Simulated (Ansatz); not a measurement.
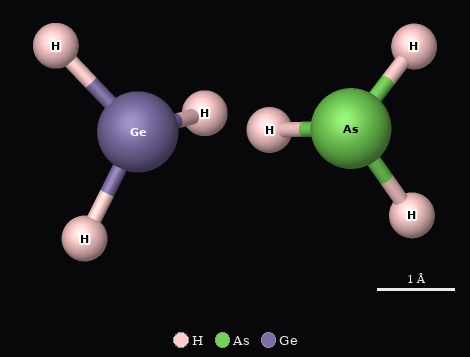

The input geometry (ball-and-stick view, seen at a tilt). Sticks mark near contacts.

**GeAsH6: nudged elastic band**

GeAsH6, multiplicity 2, computed with UKS BLYP/def2-SVP (Ansatz 0.2.0).

It belongs to a series of runs on one base structure; here: band between the two ends.

### Input
```yaml
crystal:
  periodic: [false, false, false]
  atoms:
    - { symbol: H, position_ang: [0.526533, -0.209869, 0.984328] }
    - { symbol: As, position_ang: [1.618351, -0.023295, 2.079734] }
    - { symbol: Ge, position_ang: [-1.353776, -0.299564, -1.228272] }
    - { symbol: H, position_ang: [1.498256, 1.515051, 1.988957] }
    - { symbol: H, position_ang: [2.73995, -0.034623, 1.016178] }
    - { symbol: H, position_ang: [-2.810588, -0.235653, -0.668005] }
    - { symbol: H, position_ang: [-1.082206, 0.922045, -2.16239] }
    - { symbol: H, position_ang: [-1.136421, -1.634094, -2.010431] }
magnetization:
  spin_polarized: true
  initial_magnetization: 1
basis:
  gaussian: { orbitals: def2-SVP }
hamiltonian:
  xc: blyp
neb:
  order_check: false
  images: 5
  f_tol: 0.03
  max_iterations: 60
  final_atoms:
    - { symbol: H, position_ang: [-0.38951079, -0.30893008, 0.09911262] }
    - { symbol: As, position_ang: [2.04388921, 0.0670022, 2.41582915] }
    - { symbol: Ge, position_ang: [-1.32844153, -0.32970551, -1.13787701] }
    - { symbol: H, position_ang: [1.68975908, 1.55189015, 2.14444435] }
    - { symbol: H, position_ang: [2.90546583, 0.02913668, 1.12729502] }
    - { symbol: H, position_ang: [-2.80502021, -0.25617545, -0.66796806] }
    - { symbol: H, position_ang: [-1.01292628, 0.88807269, -2.04568658] }
    - { symbol: H, position_ang: [-1.10311631, -1.64129268, -1.93505049] }
  initial_path:
    images:
      - { positions_ang: [[0.526533, -0.209869, 0.984328], [1.618351, -0.023295, 2.079734], [-1.353776, -0.299564, -1.228272], [1.498256, 1.515051, 1.988957], [2.73995, -0.034623, 1.016178], [-2.810588, -0.235653, -0.668005], [-1.082206, 0.922045, -2.16239], [-1.136421, -1.634094, -2.010431]] }
      - { positions_ang: [[0.40743378, -0.21464758, 0.83938104], [1.58357506, -0.03126686, 2.04922458], [-1.27360347, -0.28964188, -1.142426], [1.4550718, 1.48929738, 1.93431461], [2.6779854, -0.0348796, 0.97966584], [-2.72790287, -0.22753913, -0.62771791], [-1.03417938, 0.90610113, -2.0898044], [-1.08828132, -1.59742545, -1.94253875]] }
      - { positions_ang: [[0.28833455, -0.21942615, 0.69443409], [1.54879912, -0.03923872, 2.01871516], [-1.19343095, -0.27971976, -1.05658], [1.4118876, 1.46354375, 1.87967221], [2.6160208, -0.03513621, 0.94315367], [-2.64521773, -0.21942527, -0.58743083], [-0.98615276, 0.89015727, -2.0172188], [-1.04014164, -1.5607569, -1.8746465]] }
      - { positions_ang: [[0.16923533, -0.22420473, 0.54948713], [1.51402319, -0.04721059, 1.98820573], [-1.11325842, -0.26979764, -0.970734], [1.36870341, 1.43779013, 1.82502982], [2.5540562, -0.03539281, 0.90664151], [-2.5625326, -0.2113114, -0.54714374], [-0.93812613, 0.8742134, -1.9446332], [-0.99200196, -1.52408835, -1.80675425]] }
      - { positions_ang: [[-0.01701338, -0.25244651, 0.39936229], [1.69064519, -0.00913966, 2.13074687], [-1.18498613, -0.28976693, -1.02644833], [1.47572197, 1.47582347, 1.93150133], [2.67119274, -0.01388298, 0.98019268], [-2.64336181, -0.22626608, -0.58741851], [-0.96305952, 0.87883316, -1.97831766], [-1.02904008, -1.56315646, -1.84951966]] }
      - { positions_ang: [[-0.20326208, -0.2806883, 0.24923745], [1.8672672, 0.02893127, 2.27328801], [-1.25671383, -0.30973622, -1.08216267], [1.58274053, 1.51385681, 2.03797284], [2.78832929, 0.00762685, 1.05374385], [-2.72419101, -0.24122077, -0.62769328], [-0.9879929, 0.88345292, -2.01200212], [-1.0660782, -1.60222457, -1.89228508]] }
      - { positions_ang: [[-0.38951079, -0.30893008, 0.09911262], [2.04388921, 0.0670022, 2.41582915], [-1.32844153, -0.32970551, -1.13787701], [1.68975908, 1.55189015, 2.14444435], [2.90546583, 0.02913668, 1.12729502], [-2.80502021, -0.25617545, -0.66796806], [-1.01292628, 0.88807269, -2.04568658], [-1.10311631, -1.64129268, -1.93505049]] }
```

Run on 2 threads of Arm Neoverse V1, 24 GiB of memory available, shared host.

Command:
```bash
ansatz run input.yaml --threads 2 --pin off --max-ram 3072MiB --backend cpu --events-out ev --progress --plain --runs-dir out
```

### Output
```
Engine: ansatz 0.2.0, aarch64-unknown-linux-gnu
Functional definition: BLYP
  parameter beta = 0.0042
  parameter a = 0.04918
  parameter b = 0.132
  parameter c = 0.2533
  parameter d = 0.349
  exchange = b88_x(beta = beta)
  correlation = lyp_c(a = a, b = b, c = c, d = d)
1062 factors; their error is unknown
mean field evaluation 1: about -117441.6836 eV, gradient 1.9e1 eV
mean field evaluation 2: about -117442.2183 eV, gradient 1.9e1 eV
mean field evaluation 4: about -117443.0422 eV, gradient 3.1e-1 eV
mean field evaluation 8: about -117442.9715 eV, gradient 6.8e-2 eV
mean field evaluation 16: about -117442.9716 eV, gradient 2.2e-5 eV
mean field -117442.97158686 eV, -4315.9496001119 hartree, gradient 2.2e-5 eV, S^2 0.750928; 0 other end points of the search recorded, 0 dependent functions left out
the calculation of the forces begins
reference -117442.97195231 eV, -4315.9496135418 hartree; 36, 35 occupied and 58, 59 virtual orbitals, 1062 factors
1062 factors; their error is unknown
mean field evaluation 32: about -117443.3560 eV, gradient 4.1e-5 eV
mean field -117443.35597705 eV, -4315.9637261907 hartree, gradient 4.1e-5 eV, S^2 0.752079; 0 other end points of the search recorded, 0 dependent functions left out
[... from here on the field's lines of each further geometry are left out, up to the last ...]
NEB iter   1: max|band force component| = 1.591e0 eV/Å  barrier→ = 0.2524 eV  barrier← = 0.6368 eV  Δτ_max = 0.2000 Å  (190 SCF iters)
NEB iter   2: max|band force component| = 5.531e-1 eV/Å  barrier→ = 0.0014 eV  barrier← = 0.3858 eV  Δτ_max = 0.1073 Å  (144 SCF iters)
NEB iter   3: max|band force component| = 2.338e-1 eV/Å  barrier→ = -0.0013 eV  barrier← = 0.3831 eV  CI = image 1  Δτ_max = 0.0820 Å  (132 SCF iters)
NEB iter   4: max|band force component| = 1.265e-1 eV/Å  barrier→ = -0.0004 eV  barrier← = 0.3839 eV  CI = image 1  Δτ_max = 0.0486 Å  (133 SCF iters)
NEB iter   5: max|band force component| = 1.878e-1 eV/Å  barrier→ = -0.0004 eV  barrier← = 0.3840 eV  CI = image 1  Δτ_max = 0.0240 Å  (122 SCF iters)
NEB iter   6: max|band force component| = 3.939e-2 eV/Å  barrier→ = -0.0003 eV  barrier← = 0.3841 eV  CI = image 1  Δτ_max = 0.0170 Å  (126 SCF iters)
the calculation of the forces begins
reference -117443.35359851 eV, -4315.9636387810 hartree; 36, 35 occupied and 58, 59 virtual orbitals, 1062 factors
1062 factors; their error is unknown
mean field -117442.97186516 eV, -4315.9496103390 hartree, gradient 2.0e-5 eV, S^2 0.750987; 1 other end points of the search recorded, 0 dependent functions left out
the calculation of the forces begins
reference -117442.97222749 eV, -4315.9496236544 hartree; 36, 35 occupied and 58, 59 virtual orbitals, 1062 factors
NEB iter   7: max|band force component| = 1.859e-2 eV/Å  barrier→ = -0.0003 eV  barrier← = 0.3841 eV  CI = image 1  Δτ_max = 0.0000 Å  (270 SCF iters)
```

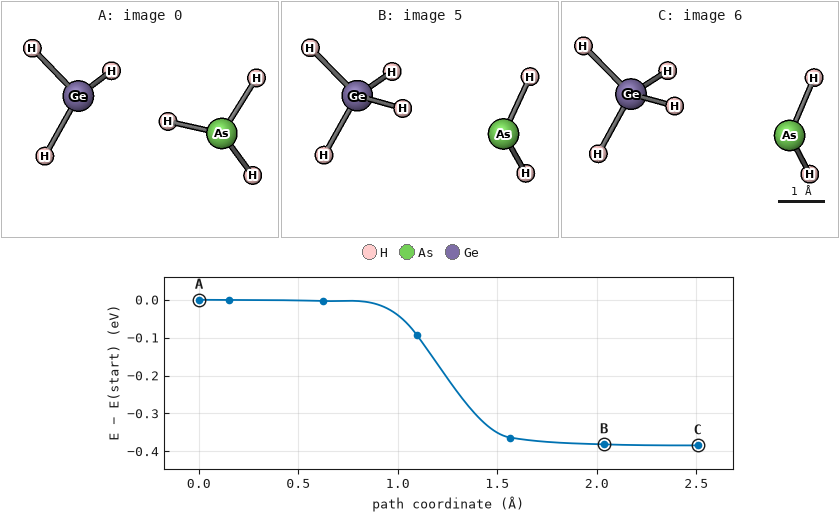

Images of the last band (counted from 0; ball-and-stick, seen at a tilt) above the energy along the path; the line is a cubic interpolation that uses the forces. No image lies above both ends; the end is 0.384 eV below the start. The path is 2.51 Å long. The band converged in 7 iterations.

```
Total energy: -117442.97222749 eV, -4315.9496236544 hartree
Atom 0 at     0.484025    -0.217315     0.946346 Å, force    -0.004369    -0.001417    -0.002078 eV/Å
Atom 1 at     1.580363    -0.030710     2.043149 Å, force     0.004366     0.001074     0.002718 eV/Å
Atom 2 at    -1.314482    -0.292487    -1.190766 Å, force     0.000227     0.000019     0.000388 eV/Å
Atom 3 at     1.461516     1.507932     1.954100 Å, force    -0.000809    -0.000083    -0.000505 eV/Å
Atom 4 at     2.701577    -0.041960     0.979048 Å, force    -0.001251    -0.000185    -0.001142 eV/Å
Atom 5 at    -2.772361    -0.228298    -0.632402 Å, force     0.000695     0.000220    -0.000360 eV/Å
Atom 6 at    -1.042542     0.929427    -2.124853 Å, force     0.000691    -0.000201     0.000630 eV/Å
Atom 7 at    -1.097997    -1.626591    -1.974524 Å, force     0.000449     0.000575     0.000349 eV/Å
Dipole moment:     0.023009     0.029151    -0.016861 e Å
this run last wrote the band of iteration 7 to [file]
```

### The last band as extended XYZ (Å, eV, eV/Å)
```
8
Properties=species:S:1:pos:R:3:forces:R:3 image=0 energy=-117442.97159
H     0.5265   -0.2099    0.9843   -0.0076  -0.0049  -0.0007
As    1.6184   -0.0233    2.0797    0.0019   0.0020  -0.0017
Ge   -1.3538   -0.2996   -1.2283   -0.0002   0.0000  -0.0002
H     1.4983    1.5151    1.9890    0.0012   0.0020   0.0015
H     2.7399   -0.0346    1.0162    0.0020   0.0001  -0.0002
H    -2.8106   -0.2357   -0.6680   -0.0015   0.0004   0.0022
H    -1.0822    0.9220   -2.1624    0.0022   0.0027  -0.0006
H    -1.1364   -1.6341   -2.0104    0.0019  -0.0023  -0.0003
8
Properties=species:S:1:pos:R:3:forces:R:3 image=1 energy=-117442.97186
H     0.4840   -0.2173    0.9463   -0.0044  -0.0014  -0.0021
As    1.5804   -0.0307    2.0431    0.0044   0.0011   0.0027
Ge   -1.3145   -0.2925   -1.1908    0.0002   0.0000   0.0004
H     1.4615    1.5079    1.9541   -0.0008  -0.0001  -0.0005
H     2.7016   -0.0420    0.9790   -0.0013  -0.0002  -0.0011
H    -2.7724   -0.2283   -0.6324    0.0007   0.0002  -0.0004
H    -1.0425    0.9294   -2.1249    0.0007  -0.0002   0.0006
H    -1.0980   -1.6266   -1.9745    0.0004   0.0006   0.0003
8
Properties=species:S:1:pos:R:3:forces:R:3 image=2 energy=-117442.97484
H     0.3587   -0.1990    0.7673   -0.0076  -0.0042  -0.0020
As    1.4480   -0.0609    1.9246    0.0012   0.0040  -0.0062
Ge   -1.1935   -0.2763   -1.0670   -0.0074   0.0032  -0.0133
H     1.3652    1.4823    1.8724   -0.0080  -0.0051  -0.0054
H     2.6012   -0.0676    0.8945   -0.0102  -0.0027  -0.0046
H    -2.6578   -0.2130   -0.5197    0.0224   0.0007   0.0038
H    -0.9329    0.9426   -2.0107    0.0031  -0.0088   0.0120
H    -0.9887   -1.6082   -1.8613    0.0065   0.0130   0.0156
8
Properties=species:S:1:pos:R:3:forces:R:3 image=3 energy=-117443.06364
H     0.1021   -0.2084    0.4602   -0.5077  -0.0173  -0.6105
As    1.4276   -0.0668    1.9090   -0.0480  -0.0240  -0.0231
Ge   -1.0822   -0.2690   -0.9396    0.2161   0.0231   0.2349
H     1.3526    1.4791    1.8559   -0.0269  -0.0058  -0.0300
H     2.5853   -0.0665    0.8804   -0.0297  -0.0021  -0.0290
H    -2.5728   -0.2107   -0.4556    0.1735   0.0065   0.1297
H    -0.8808    0.9273   -1.9314    0.1058  -0.0304   0.1602
H    -0.9317   -1.5850   -1.7788    0.1170   0.0501   0.1677
8
Properties=species:S:1:pos:R:3:forces:R:3 image=4 energy=-117443.33528
H    -0.1353   -0.2395    0.2183   -0.0540  -0.0080  -0.0550
As    1.6500   -0.0282    2.1198    0.0489   0.0092   0.0476
Ge   -1.1340   -0.2794   -0.9873   -0.0090  -0.0029  -0.0065
H     1.3903    1.4827    1.8901    0.0075   0.0003   0.0056
H     2.6173   -0.0550    0.9088    0.0061   0.0026   0.0062
H    -2.5880   -0.2130   -0.4504   -0.0059  -0.0001   0.0027
H    -0.8694    0.9310   -1.9212    0.0049   0.0048   0.0011
H    -0.9309   -1.5987   -1.7780    0.0015  -0.0059  -0.0018
8
Properties=species:S:1:pos:R:3:forces:R:3 image=5 energy=-117443.35324
H    -0.2648   -0.2779    0.1571   -0.0007  -0.0011   0.0009
As    1.8426    0.0188    2.2646    0.0106   0.0029   0.0093
Ge   -1.2313   -0.3057   -1.0614   -0.0120  -0.0012  -0.0148
H     1.5436    1.5199    2.0178    0.0023   0.0002   0.0026
H     2.7638   -0.0103    1.0180    0.0022   0.0001   0.0023
H    -2.6973   -0.2344   -0.5585    0.0003  -0.0005  -0.0015
H    -0.9383    0.9098   -1.9801   -0.0010  -0.0018   0.0011
H    -1.0182   -1.6203   -1.8574   -0.0017   0.0013   0.0001
8
Properties=species:S:1:pos:R:3:forces:R:3 image=6 energy=-117443.35598
H    -0.3895   -0.3089    0.0991    0.0014  -0.0002   0.0013
As    2.0439    0.0670    2.4158   -0.0036  -0.0005  -0.0029
Ge   -1.3284   -0.3297   -1.1379   -0.0014  -0.0001  -0.0015
H     1.6898    1.5519    2.1444    0.0019   0.0010   0.0016
H     2.9055    0.0291    1.1273    0.0021   0.0004   0.0012
H    -2.8050   -0.2562   -0.6680    0.0001  -0.0002   0.0004
H    -1.0129    0.8881   -2.0457   -0.0003  -0.0002   0.0000
H    -1.1031   -1.6413   -1.9350   -0.0002  -0.0002   0.0000
```

### Key numbers

```csv
quantity,value
outcome,converged
"barrier, forward",0.000 eV
"barrier, backward",0.384 eV
wall time,81 s (CPU time 2.6 min)
peak memory,0.17 GiB
```

### Remarks

The order of the saddle point was not checked.
